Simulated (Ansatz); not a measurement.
# Resistivity from frozen vibrations: Cu(111) with 4 thermally displaced layers, 2x2, part 2 of 2

How much do lattice vibrations at 800 K scatter the electrons of Cu? Layers with random displacements are laid between perfect leads, and the resistance is followed against their length.

Ansatz 0.2.0; Ansatz plane-wave DFT, PBE, PAW files; ballistic transport by layer matching (Landauer), zero bias; PAW set soft_1.

So far, open channels per spin nearest the Fermi level: step 2 (with 4 displaced layers) 3.21.

**3. With 8 displaced layers**

System of this step: Cu(111) with 8 thermally displaced layers, 2x2. The cell holds 56 atoms: 56 Cu. Its edges and angles: a = 5.112 Å, b = 5.112 Å, c = 29.257 Å, α = 87.5°, β = 92.5°, γ = 120.0°. It derives from Cu. Regions: lead, 24 atoms (24 Cu); scattering region, 32 atoms (32 Cu). The structure is stacked along c, and the current runs across the ab planes.

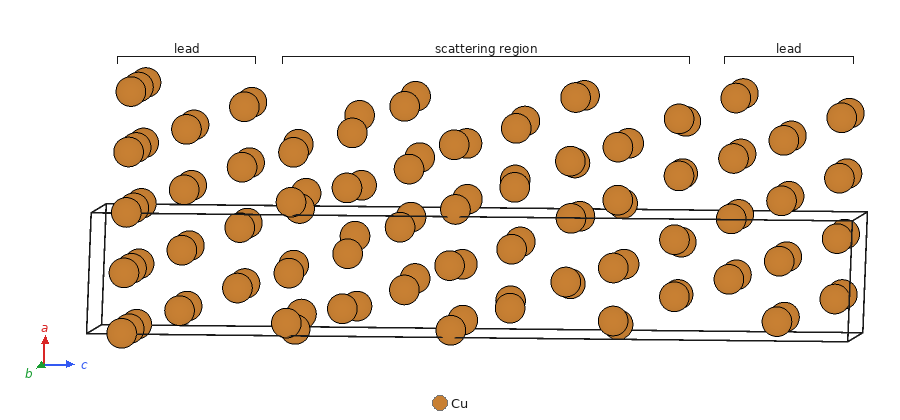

The cell of this step (copper orange). 2×1×1 cells are drawn. Some periodic images of atoms are drawn too.

Contents of input.yaml:

```yaml
crystal:
  lattice:
    - [5.1123254594, 0.0, 0.0]
    - [-2.5561627297, 4.4274037203, 0.0]
    - [-1.2780813649, 0.73790062, 29.2193738075]
  atoms:
    - { symbol: Cu, position: [0.005952381, 0.994047619, 0.0357142857] }
    - { symbol: Cu, position: [0.005952381, 0.494047619, 0.0357142857] }
    - { symbol: Cu, position: [0.505952381, 0.994047619, 0.0357142857] }
    - { symbol: Cu, position: [0.505952381, 0.494047619, 0.0357142857] }
    - { symbol: Cu, position: [0.1845238095, 0.3154761905, 0.1071428571] }
    - { symbol: Cu, position: [0.1845238095, 0.8154761905, 0.1071428571] }
    - { symbol: Cu, position: [0.6845238095, 0.3154761905, 0.1071428571] }
    - { symbol: Cu, position: [0.6845238095, 0.8154761905, 0.1071428571] }
    - { symbol: Cu, position: [0.3630952381, 0.1369047619, 0.1785714286] }
    - { symbol: Cu, position: [0.3630952381, 0.6369047619, 0.1785714286] }
    - { symbol: Cu, position: [0.8630952381, 0.1369047619, 0.1785714286] }
    - { symbol: Cu, position: [0.8630952381, 0.6369047619, 0.1785714286] }
    - { symbol: Cu, position: [0.1045912447, 0.9952396627, 0.251530173] }
    - { symbol: Cu, position: [0.0125027219, 0.4577390068, 0.2528107869] }
    - { symbol: Cu, position: [0.5160277192, 0.9691916856, 0.25184052] }
    - { symbol: Cu, position: [0.5414977211, 0.4253454827, 0.2471668302] }
    - { symbol: Cu, position: [0.1942712984, 0.2454651697, 0.3288759122] }
    - { symbol: Cu, position: [0.2125657586, 0.7892422364, 0.3203214578] }
    - { symbol: Cu, position: [0.7780951155, 0.316619854, 0.324140357] }
    - { symbol: Cu, position: [0.6675376879, 0.7807442235, 0.3243558671] }
    - { symbol: Cu, position: [0.415948048, 0.0824298571, 0.4006583329] }
    - { symbol: Cu, position: [0.3578172185, 0.5818301845, 0.3968606869] }
    - { symbol: Cu, position: [0.928435659, 0.1576382724, 0.3936643135] }
    - { symbol: Cu, position: [0.8772011355, 0.5913001774, 0.388185252] }
    - { symbol: Cu, position: [0.0554356922, 0.9400180875, 0.466774055] }
    - { symbol: Cu, position: [0.0996046394, 0.4000905241, 0.4715178582] }
    - { symbol: Cu, position: [0.592283589, 0.967416505, 0.4624326827] }
    - { symbol: Cu, position: [0.5636476953, 0.4289412712, 0.4687020213] }
    - { symbol: Cu, position: [0.2506626899, 0.2284592238, 0.5299716706] }
    - { symbol: Cu, position: [0.2294634626, 0.7575458432, 0.539951877] }
    - { symbol: Cu, position: [0.7373754828, 0.2130658982, 0.5394523347] }
    - { symbol: Cu, position: [0.714987557, 0.7234550363, 0.5383732583] }
    - { symbol: Cu, position: [0.3845031067, 0.076809037, 0.6046524826] }
    - { symbol: Cu, position: [0.436272725, 0.5631928353, 0.6080082375] }
    - { symbol: Cu, position: [0.9418105591, 0.0430326433, 0.6132269854] }
    - { symbol: Cu, position: [0.9650445612, 0.5884865926, 0.6121303811] }
    - { symbol: Cu, position: [0.1443484351, 0.9107022515, 0.6788950929] }
    - { symbol: Cu, position: [0.075722674, 0.3836378744, 0.6752766467] }
    - { symbol: Cu, position: [0.5815243609, 0.8946136753, 0.6761371066] }
    - { symbol: Cu, position: [0.5733496025, 0.3572407627, 0.6797206929] }
    - { symbol: Cu, position: [0.3191185873, 0.2457124174, 0.7499404224] }
    - { symbol: Cu, position: [0.3377950572, 0.7471368678, 0.754924591] }
    - { symbol: Cu, position: [0.7513859519, 0.2428103345, 0.7514541294] }
    - { symbol: Cu, position: [0.8075551164, 0.7185501016, 0.751638827] }
    - { symbol: Cu, position: [0.4702380952, 0.0297619048, 0.8214285714] }
    - { symbol: Cu, position: [0.4702380952, 0.5297619048, 0.8214285714] }
    - { symbol: Cu, position: [0.9702380952, 0.0297619048, 0.8214285714] }
    - { symbol: Cu, position: [0.9702380952, 0.5297619048, 0.8214285714] }
    - { symbol: Cu, position: [0.1488095238, 0.8511904762, 0.8928571429] }
    - { symbol: Cu, position: [0.1488095238, 0.3511904762, 0.8928571429] }
    - { symbol: Cu, position: [0.6488095238, 0.8511904762, 0.8928571429] }
    - { symbol: Cu, position: [0.6488095238, 0.3511904762, 0.8928571429] }
    - { symbol: Cu, position: [0.3273809524, 0.1726190476, 0.9642857143] }
    - { symbol: Cu, position: [0.3273809524, 0.6726190476, 0.9642857143] }
    - { symbol: Cu, position: [0.8273809524, 0.1726190476, 0.9642857143] }
    - { symbol: Cu, position: [0.8273809524, 0.6726190476, 0.9642857143] }
kpoints:
  mp_grid: { grid: [5, 5, 1] }
hamiltonian:
  xc: pbe
  pseudopotentials: { kind: paw, azcp: { folder: soft_1 } }
scf:
  occupations: { method: fermi_dirac, width: 0.1 }
output:
  transmission:
    leads: [[0, 4]]
    kmesh: [10, 10]
    e_range: [-0.05, 0.05]
    de: 0.05
  write_potential: true
  write_density: true
  volumetric_format: npy
```

Command:

```console
> ansatz run input.yaml --threads 4 --pin off --max-ram 15360MiB --backend cpu --events-out ev --progress --plain --runs-dir out
```

Numbers of over 12 decimals in the logs are rounded to 6 here.

What it wrote:

```text
[...]
Crystal: 56 atoms, lattice volume = 661.361 Å³
Basis set: ecut = 420 eV, 12983 PW (Γ)
Bands: 639, of which v1, the nominal top of the filled ones, is band 532 counted from 1 (531 counted from 0)
Symmetry: 1 space group operations
[...]
k-points: 13 of 25 (time reversal used)
[...]
SCF iter   1: F=—  HF=-371054.443562 eV  |F-HF|=—  |Δ(HF+E_count)|=         —  Δρ=2.64e-1  dr2=2.77e2  ethr=3.10e-3  ⟨swp⟩=4.7  Hψ=24575  notcnv=0  defer=34
[...]
SCF iter  14: F=-371004.111457 eV  HF=-371004.111457 eV  |F-HF|=5.49e-8  |Δ(HF+E_count)|=   2.34e-8  Δρ=1.49e-6  dr2=6.20e-8  ethr=9.40e-12  ⟨swp⟩=2.0  Hψ=15299  notcnv=0
SCF 1 converged in 14 iterations: F = -371004.111457 eV  dr2 = 6.20e-8
[...]
transmission: 234 of 2340 steps passed
transmission: 468 of 2340 steps passed
[...]
transmission: 2340 of 2340 steps passed
SCF converged after 14 iterations
Free energy (F): -371004.111457 eV
[...]
Internal energy: -371003.405283 eV  (E = F + TS)
E sigma→0 (E₀):  -371003.758370 eV
Entropy (-TS):   -0.706174 eV (-12.610 meV/atom)
Fermi energy:    16.347528 eV
[...]
--- Band table (eV; the first three rows and the last of 13) ---
  k-point 0: bands = [... 528 lower, 16.4128, 16.6294, 16.6684, 16.8112, 16.8845, 16.9019, 16.9483, 17.0856, ... 103 higher]
  k-point 1: bands = [... 528 lower, 16.0648, 16.2004, 16.2435, 16.3072, 16.3580, 16.3964, 16.4823, 16.5339, ... 103 higher]
  k-point 2: bands = [... 528 lower, 16.0875, 16.1535, 16.1921, 16.3003, 16.3586, 16.4406, 16.5736, 16.6295, ... 103 higher]
  k-point 12: bands = [... 528 lower, 15.6572, 15.7673, 16.0705, 16.3709, 16.5015, 16.7437, 16.8065, 17.0072, ... 103 higher]
--- Transmission ---
  basis      : 199 plane waves across, 45 finite elements along
  points     : 52, standing for a mesh of 10 x 10
[...]
channels       : 3.210000e0 a spin
[...]
junction   : crystal 0 to crystal 0, 0.70 to 27.83 Å
    transmission   : 2.813410e0 a spin
[...]
```

It took 17 min on 4 threads of Arm Neoverse V1, shared host; peak memory 8.3 GiB; 64 min of CPU time.

Numbers from this step:

```yaml
free_energy: -371004.1115 eV
energy_at_zero_smearing: -371003.7584 eV
transmission_per_spin_nearest_the_fermi_level: 2.813
step_of_the_lead_s_potential: 4 meV
```

Per spin. The transmission, zone mean by energy, zero at the Fermi level:

```tsv
energy (eV)	transmission, zone mean
-0.0500	2.76
0.0000	2.81
0.0500	2.86
```

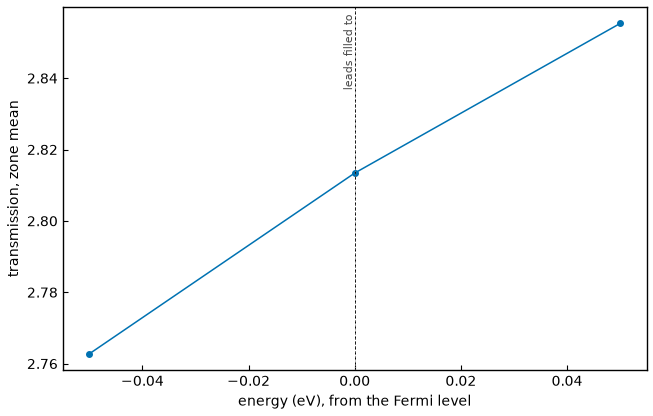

Transmission, zone mean against energy.

Over the solved energies the transmission per spin lies between 2.76 and 2.86, out of 3.21 channels of the lead on average (up to 3.21).

**4. With 12 displaced layers**

System of this step: Cu(111) with 12 thermally displaced layers, 2x2. The cell holds 72 atoms: 72 Cu. Cell: a = 5.112 Å, b = 5.112 Å, c = 37.568 Å, α = 90.0°, β = 90.0°, γ = 120.0°. It derives from Cu. Regions: lead, 24 atoms (24 Cu); scattering region, 48 atoms (48 Cu). The structure is stacked along c, and the current runs across the ab planes.

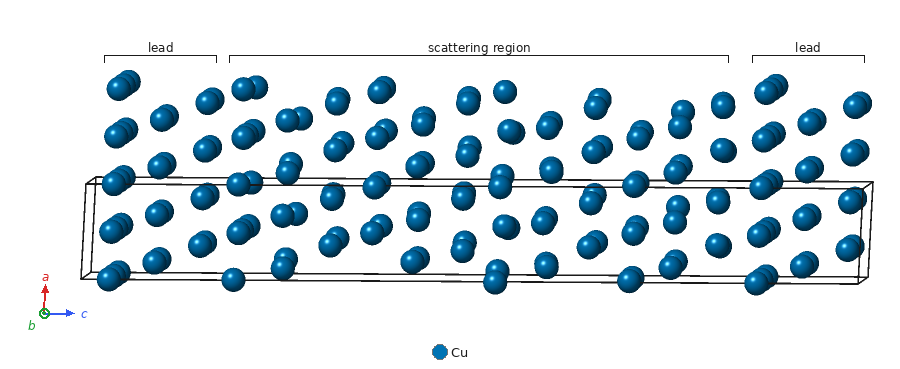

The cell of this step (copper blue). 2×1×1 cells are drawn. Some periodic images of atoms are drawn too.

Contents of input.yaml:

```yaml
crystal:
  lattice:
    - [5.1123254594, 0.0, 0.0]
    - [-2.5561627297, 4.4274037203, 0.0]
    - [0.0, 0.0, 37.567766324]
  atoms:
    - { symbol: Cu, position: [0.0, 0.0, 0.0277777778] }
    - { symbol: Cu, position: [0.0, 0.5, 0.0277777778] }
    - { symbol: Cu, position: [0.5, 0.0, 0.0277777778] }
    - { symbol: Cu, position: [0.5, 0.5, 0.0277777778] }
    - { symbol: Cu, position: [0.1666666667, 0.3333333333, 0.0833333333] }
    - { symbol: Cu, position: [0.1666666667, 0.8333333333, 0.0833333333] }
    - { symbol: Cu, position: [0.6666666667, 0.3333333333, 0.0833333333] }
    - { symbol: Cu, position: [0.6666666667, 0.8333333333, 0.0833333333] }
    - { symbol: Cu, position: [0.3333333333, 0.1666666667, 0.1388888889] }
    - { symbol: Cu, position: [0.3333333333, 0.6666666667, 0.1388888889] }
    - { symbol: Cu, position: [0.8333333333, 0.1666666667, 0.1388888889] }
    - { symbol: Cu, position: [0.8333333333, 0.6666666667, 0.1388888889] }
    - { symbol: Cu, position: [0.0027456029, 0.9898580581, 0.1881116916] }
    - { symbol: Cu, position: [0.985979014, 0.4772886612, 0.1980415632] }
    - { symbol: Cu, position: [0.494112821, 0.002358793, 0.1916151193] }
    - { symbol: Cu, position: [0.4873413093, 0.4996741061, 0.189497905] }
    - { symbol: Cu, position: [0.1725262487, 0.3303360117, 0.2460513614] }
    - { symbol: Cu, position: [0.115226844, 0.8478308313, 0.2490089971] }
    - { symbol: Cu, position: [0.650359965, 0.3266602274, 0.2560491584] }
    - { symbol: Cu, position: [0.6666717735, 0.8357809649, 0.245047807] }
    - { symbol: Cu, position: [0.3866092331, 0.1925924533, 0.3091086211] }
    - { symbol: Cu, position: [0.3474510823, 0.6925689094, 0.3067908685] }
    - { symbol: Cu, position: [0.8461887596, 0.1623660957, 0.3006472705] }
    - { symbol: Cu, position: [0.8311726114, 0.611989819, 0.3047565277] }
    - { symbol: Cu, position: [0.9802607732, 0.9705315274, 0.3631529102] }
    - { symbol: Cu, position: [0.9889252413, 0.4876552552, 0.3628422681] }
    - { symbol: Cu, position: [0.5079618055, 0.0392489048, 0.3622815133] }
    - { symbol: Cu, position: [0.4609224216, 0.445060208, 0.3567560816] }
    - { symbol: Cu, position: [0.1925481756, 0.3319033962, 0.4157238144] }
    - { symbol: Cu, position: [0.188757507, 0.7970890541, 0.4147163315] }
    - { symbol: Cu, position: [0.6633858661, 0.349901676, 0.4144569872] }
    - { symbol: Cu, position: [0.6289767157, 0.7879760517, 0.4190955181] }
    - { symbol: Cu, position: [0.3463302711, 0.1532055182, 0.4727661706] }
    - { symbol: Cu, position: [0.2950341306, 0.6533344733, 0.4768110216] }
    - { symbol: Cu, position: [0.8692972646, 0.2319514354, 0.4696007432] }
    - { symbol: Cu, position: [0.8447715766, 0.6611421884, 0.4741064871] }
    - { symbol: Cu, position: [0.9918945385, 0.9841420239, 0.5248884737] }
    - { symbol: Cu, position: [0.0739380108, 0.4978144329, 0.5210619718] }
    - { symbol: Cu, position: [0.4937075175, 0.0191596115, 0.5261126689] }
    - { symbol: Cu, position: [0.5474548454, 0.5283251271, 0.5272704655] }
    - { symbol: Cu, position: [0.1409142807, 0.3049403113, 0.5810023316] }
    - { symbol: Cu, position: [0.1476330419, 0.8673663908, 0.588630624] }
    - { symbol: Cu, position: [0.6192313511, 0.2999420941, 0.577443903] }
    - { symbol: Cu, position: [0.5991911851, 0.7455564614, 0.5795293598] }
    - { symbol: Cu, position: [0.3601870191, 0.1568988742, 0.6417347925] }
    - { symbol: Cu, position: [0.3462433861, 0.7164184733, 0.639552317] }
    - { symbol: Cu, position: [0.8600475099, 0.2387914268, 0.6378083452] }
    - { symbol: Cu, position: [0.8063007777, 0.6723721099, 0.6387595619] }
    - { symbol: Cu, position: [0.0130731874, 0.97395706, 0.6971242819] }
    - { symbol: Cu, position: [0.0114345715, 0.481132921, 0.6949880734] }
    - { symbol: Cu, position: [0.5128133482, 0.0662863392, 0.6920995459] }
    - { symbol: Cu, position: [0.4738536645, 0.4698822332, 0.6932918047] }
    - { symbol: Cu, position: [0.1773707173, 0.355029026, 0.7479669808] }
    - { symbol: Cu, position: [0.1421073587, 0.7933070858, 0.7472446169] }
    - { symbol: Cu, position: [0.7488170506, 0.3627561152, 0.7473977317] }
    - { symbol: Cu, position: [0.6201547328, 0.8057659398, 0.7499277659] }
    - { symbol: Cu, position: [0.3236663454, 0.1456330025, 0.8012710547] }
    - { symbol: Cu, position: [0.3745229159, 0.6794301043, 0.8043081835] }
    - { symbol: Cu, position: [0.8204518368, 0.1517035348, 0.7957780497] }
    - { symbol: Cu, position: [0.8210383837, 0.6364159097, 0.8022164548] }
    - { symbol: Cu, position: [0.0, 0.0, 0.8611111111] }
    - { symbol: Cu, position: [0.0, 0.5, 0.8611111111] }
    - { symbol: Cu, position: [0.5, 0.0, 0.8611111111] }
    - { symbol: Cu, position: [0.5, 0.5, 0.8611111111] }
    - { symbol: Cu, position: [0.1666666667, 0.3333333333, 0.9166666667] }
    - { symbol: Cu, position: [0.1666666667, 0.8333333333, 0.9166666667] }
    - { symbol: Cu, position: [0.6666666667, 0.3333333333, 0.9166666667] }
    - { symbol: Cu, position: [0.6666666667, 0.8333333333, 0.9166666667] }
    - { symbol: Cu, position: [0.3333333333, 0.1666666667, 0.9722222222] }
    - { symbol: Cu, position: [0.3333333333, 0.6666666667, 0.9722222222] }
    - { symbol: Cu, position: [0.8333333333, 0.1666666667, 0.9722222222] }
    - { symbol: Cu, position: [0.8333333333, 0.6666666667, 0.9722222222] }
kpoints:
  mp_grid: { grid: [5, 5, 1] }
hamiltonian:
  xc: pbe
  pseudopotentials: { kind: paw, azcp: { folder: soft_1 } }
scf:
  occupations: { method: fermi_dirac, width: 0.1 }
output:
  transmission:
    leads: [[0, 4]]
    kmesh: [10, 10]
    e_range: [-0.05, 0.05]
    de: 0.05
  write_potential: true
  write_density: true
  volumetric_format: npy
```

What it wrote:

```text
[...]
Crystal: 72 atoms, lattice volume = 850.321 Å³
Basis set: ecut = 420 eV, 16727 PW (Γ)
Bands: 821, of which v1, the nominal top of the filled ones, is band 684 counted from 1 (683 counted from 0)
Symmetry: 1 space group operations
[...]
k-points: 13 of 25 (time reversal used)
[...]
SCF iter   1: F=—  HF=-477066.762857 eV  |F-HF|=—  |Δ(HF+E_count)|=         —  Δρ=2.62e-1  dr2=3.55e2  ethr=3.10e-3  ⟨swp⟩=4.6  Hψ=31558  notcnv=0  defer=50
[...]
SCF iter  14: F=-477002.631977 eV  HF=-477002.631977 eV  |F-HF|=4.31e-8  |Δ(HF+E_count)|=   5.86e-8  Δρ=1.27e-6  dr2=6.76e-8  ethr=7.31e-12  ⟨swp⟩=6.1  Hψ=42769  notcnv=0
SCF 1 converged in 14 iterations: F = -477002.631977 eV  dr2 = 6.76e-8
[...]
transmission: 315 of 3120 steps passed
transmission: 630 of 3120 steps passed
[...]
transmission: 3120 of 3120 steps passed
SCF converged after 14 iterations
Free energy (F): -477002.631977 eV
[...]
Internal energy: -477001.816713 eV  (E = F + TS)
E sigma→0 (E₀):  -477002.224345 eV
Entropy (-TS):   -0.815265 eV (-11.323 meV/atom)
Fermi energy:    16.324863 eV
[...]
--- Band table (eV; the first three rows and the last of 13) ---
  k-point 0: bands = [... 680 lower, 16.4520, 16.7249, 16.7602, 16.7924, 16.8047, 16.8610, 16.8998, 17.0292, ... 133 higher]
  k-point 1: bands = [... 680 lower, 16.0836, 16.1712, 16.1971, 16.2886, 16.3426, 16.4458, 16.4567, 16.4894, ... 133 higher]
  k-point 2: bands = [... 680 lower, 16.1487, 16.1663, 16.2048, 16.2796, 16.3066, 16.3684, 16.3912, 16.4539, ... 133 higher]
  k-point 12: bands = [... 680 lower, 15.8860, 15.9615, 15.9826, 16.3152, 16.3373, 16.8217, 16.8604, 16.9368, ... 133 higher]
--- Transmission ---
  basis      : 199 plane waves across, 60 finite elements along
  points     : 52, standing for a mesh of 10 x 10
[...]
channels       : 3.210000e0 a spin
[...]
junction   : crystal 0 to crystal 0, 0.70 to 36.18 Å
    transmission   : 2.600779e0 a spin
[...]
```

Elapsed: 33 min, on 4 threads; peak memory 7.4 GiB.

This step gave:

```yaml
free_energy: -477002.6320 eV
energy_at_zero_smearing: -477002.2243 eV
fermi_energy: 16.32 eV
transmission_per_spin_nearest_the_fermi_level: 2.601
step_of_the_lead_s_potential: 10 meV
```

Per spin. The transmission, zone mean by energy, zero at the Fermi level:

```tsv
energy (eV)	transmission, zone mean
-0.0500	2.58
0.0000	2.60
0.0500	2.62
```

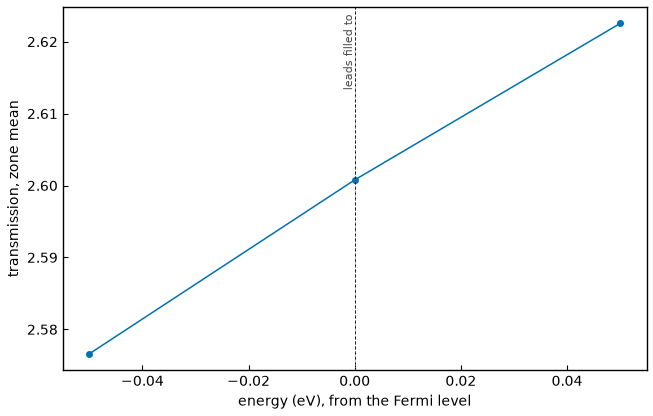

Transmission, zone mean against energy.

Over the solved energies the transmission per spin lies between 2.58 and 2.62, out of 3.21 channels of the lead on average (up to 3.21).

**5. The fit**

This step: Ansatz plane-wave DFT, PBE, PAW files; ballistic transport by layer matching (Landauer), zero bias; resistivity from the slope of the area resistance; PAW set soft_1 (Ansatz 0.2.0).

This step gave:

```yaml
resistivity: 9.122 µΩ cm
intercept: -0.01761 fΩ m²
scatter_about_the_fit: 0.003775 fΩ m²
```

Resistance, by row:

```tsv
run	length (Å)	T	channels N	RA (fΩ m²)
n4	8.348	3.008	3.21	0.06121
n8	16.7	2.811	3.21	0.1294
n12	25.05	2.6	3.21	0.2135
```

Table of area resistance by length of the displaced region:

```tsv
length of the displaced region (Å)	area resistance (fΩ m²)
8.35	0.0612
16.70	0.129
25.05	0.214
```

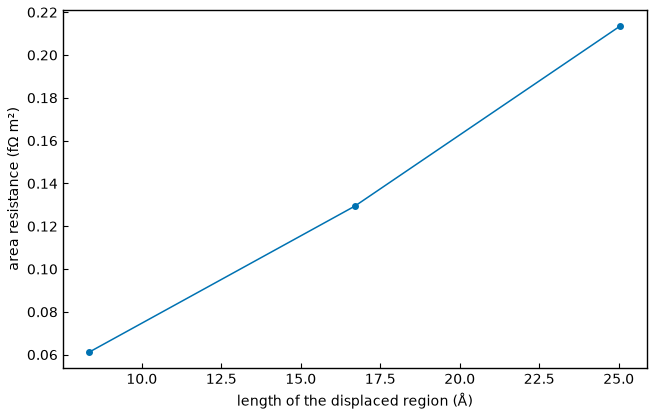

Area resistance against length of the displaced region.

The area resistance goes from 0.061 to 0.21 fΩ m² between 8.3 and 25.0 Å, a slope of 9.1 µΩ cm.

By hand from the end points: (0.2135 − 0.06121) fΩ m² / (25.05 − 8.35) Å = 9.1 µΩ cm, since 1 fΩ m² per Å is 1000 µΩ cm.

**6. Outcome**

```json
{
  "resistivity from the slope": "9.12 µΩ cm",
  "area resistance over 8.35 Å": "0.0612 fΩ m²",
  "area resistance over 16.7 Å": "0.129 fΩ m²",
  "area resistance over 25.0 Å": "0.214 fΩ m²"
}
```

In words: The slope gives 9.1 µΩ cm. The points scatter by 0.0038 fΩ m² about the line, with one random draw a length in a 2x2 cell, so the slope is a rough value. The mean square of the displacements drawn is 0.78, 0.99 and 1.2 of the nominal one at the three lengths; with each resistance scaled back by that, the slope is 6.2 µΩ cm, the value used below. Read with a model of isotropic scattering on a spherical Fermi surface and the lead's 1.1×10¹⁵ S/m², this slope means a mean free path near 128 Å; over these lengths the model's slope is 1.15 times its bulk resistivity, which would be 5.3 µΩ cm. Uncorrelated displacements put too much weight on short waves, which scatter strongly; with the sideways repeat of a small cell, one draw and three short lengths, the method is good to a factor of two or three.

[Logs are printed without paths, hosts, clocks, repeated set-up lines and the standing remarks that a program may print on its own settings, such as how far it seeks lower states.]

[Hosts, paths, dates, database ids (printed as entryN), source tags and the programs' standing remarks are cut or masked in the printed files.]
